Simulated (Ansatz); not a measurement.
# HS− (hydrosulfide): B2PLYP/3-21G

Aim: the energy change on altering one bond length of HS− (hydrosulfide) at B2PLYP/3-21G, from 2 runs. 

The calculation is run with Ansatz 0.2.0.

3 further runs of the same task are left out: 2 that didn't finish, 1 set aside as unsound or not needed.

## (1) The molecule

The species is HS− (2 atoms), meant as a singlet with charge -1. As SMILES, `[SH-]`. The shape is that of a PBE0-D4/def2-TZVPD optimisation.

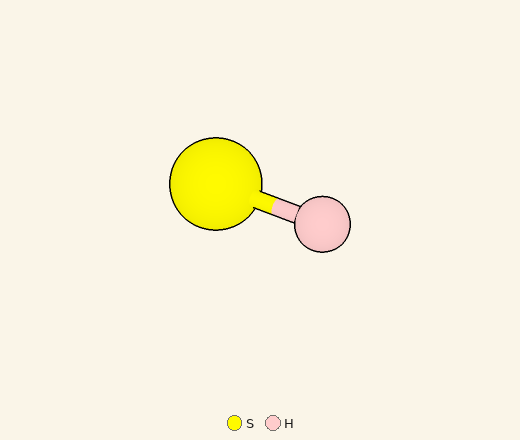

Viewed from a chosen angle; sulfur yellow, hydrogen pink.

## (2) The energy at B2PLYP/3-21G

Contents of job.yaml:

```yaml
crystal:
  periodic: [false, false, false]
  atoms:
    - {symbol: S, position_ang: [0.574700, -0.187900, 0.295500]}
    - {symbol: H, position_ang: [-0.574700, 0.187900, -0.295500]}
basis:
  gaussian: {orbitals: 3-21G.json}
total_charge: -1
hamiltonian: {xc: {name: B2PLYP}}
correlation: {frozen_orbitals: {H: 0, S: 5}}
accuracy: high
```

The basis set 3-21G is read from a file made from the Basis Set Exchange's data (not shown).

Command:

```sh
$ ansatz run job.yaml --threads 1 --pin off --max-ram 2610MiB --events-out events.jsonl --progress --plain --runs-dir runs
```

Log:

```text
Warning: RAYON_NUM_THREADS=1 ignored (pool sized by the plan → 1); use --threads N
Functional definition: B2PLYP
  name "B2PLYP"
  parameter a = 0.53
  parameter c = 0.27
  exchange = (1 - a)*b88_x + a*exact_x
  correlation = (1 - c)*lyp_c + c*(mp2_os + mp2_ss)
269 factors; integrals over basis functions are off by at most 3.6e-9 eV
mean field evaluation 1: about -10792.7731 eV, gradient 9.2e0 eV
mean field evaluation 2: about -10792.7734 eV, gradient 9.2e0 eV
mean field evaluation 4: about -10793.0988 eV, gradient 5.9e-1 eV
mean field evaluation 8: about -10793.0997 eV, gradient 1.5e-4 eV
mean field -10793.09971326 eV, -396.6390986366 hartree, gradient 5.2e-8 eV, S^2 0.000000; 0 other end points of the search recorded, 0 dependent functions left out
5 core orbitals not correlated: weight in the atoms' cores, before any rotation towards them, 1.000 or more for the frozen orbitals, at most 0.000 for the correlated occupied ones
reference -10793.09972769 eV, -396.6390991667 hartree; 4, 4 occupied and 6, 6 virtual orbitals, 269 factors
second order -1.75845762 eV of doubles, -0.00000000 eV of singles
Total energy: -10793.57451124 eV, -396.6565471406 hartree
```

Run time: 0.44 s. Hardware: 1 thread of Arm Neoverse V2, shared host.

## (3) The distorted shape, same level

Contents of input.yaml:

```yaml
crystal:
  periodic: [false, false, false]
  atoms:
    - {symbol: S, position_ang: [0.862085, -0.281862, 0.443268]}
    - {symbol: H, position_ang: [-0.574700, 0.187900, -0.295500]}
basis:
  gaussian: {orbitals: 3-21G.json}
hamiltonian: {xc: {name: B2PLYP}}
correlation: {frozen_orbitals: {H: 0, S: 5}}
total_charge: -1
accuracy: high
```

The basis set 3-21G is read from a file made from the Basis Set Exchange's data (not shown).

Command:

```sh
$ ansatz run input.yaml --threads 1 --pin off --max-ram 2610MiB --events-out events.jsonl --progress --plain --runs-dir runs
```

Log, shortened:

```text
Warning: RAYON_NUM_THREADS=1 ignored (pool sized by the plan → 1); use --threads N
[... 2 set-up lines as earlier in the session ...]
[...]
269 factors; integrals over basis functions are off by at most 3.7e-9 eV
[...]
mean field -10792.51840902 eV, -396.6177360999 hartree, gradient 2.0e-8 eV, S^2 0.000000; 0 other end points of the search recorded, 0 dependent functions left out
5 core orbitals not correlated: weight in the atoms' cores, before any rotation towards them, 1.000 or more for the frozen orbitals, at most 0.000 for the correlated occupied ones
reference -10792.51842383 eV, -396.6177366439 hartree; 4, 4 occupied and 6, 6 virtual orbitals, 269 factors
second order -1.98114623 eV of doubles, -0.00000000 eV of singles
Total energy: -10793.05333331 eV, -396.6373942048 hartree
```

Run time: 0.46 s. Hardware: 1 thread of Arm Neoverse V2, shared host.

## (4) Results

At B2PLYP/3-21G, 5 core orbitals frozen:

| quantity | value |
| --- | --- |
| first shape: total energy | -396.65655 Eh |
| distorted shape: total energy | -396.63739 Eh |
| energy change with the S1–H2 bond stretched from 1.346 to 1.682 Å | 0.521 eV |

With the S1–H2 bond stretched from 1.346 to 1.682 Å the energy rises by 0.52 eV (12.0 kcal/mol). The first shape isn't relaxed at this level, so the change isn't measured from a minimum.
